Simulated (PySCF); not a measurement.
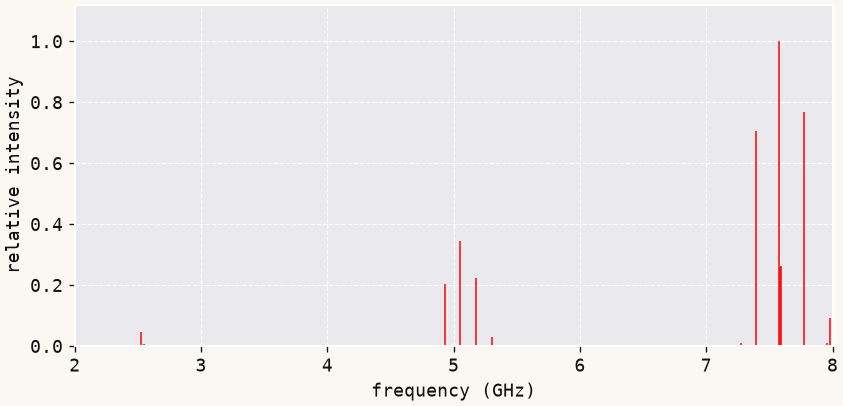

Simulated rotational absorption lines between 2 and 8 GHz at 2 K: rigid rotor with the equilibrium constants and dipole of one optimised conformer (PBE0-D3(BJ)/def2-SVP, PySCF), commonest isotopes; no centrifugal distortion, hyperfine structure, internal rotation or nuclear-spin weights; lines within 1 MHz of each other are summed.

Which molecule gives this spectrum?
A. CH₇ClSi₂, SMILES C[SiH2][SiH2]Cl
B. C₃H₁₀BN, SMILES CC(C)BN
C. CH₇FSi₂, SMILES F[SiH2]C[SiH3]

Answer. Option A. Rotational constants A, B, C = 9.178, 1.327, 1.201 GHz, |μa|, |μb|, |μc| = 2.28, 0.87, 0.01 D.

Note: coarse grid, loose stop and no frequency check, small forces are noise and the end may be a saddle.
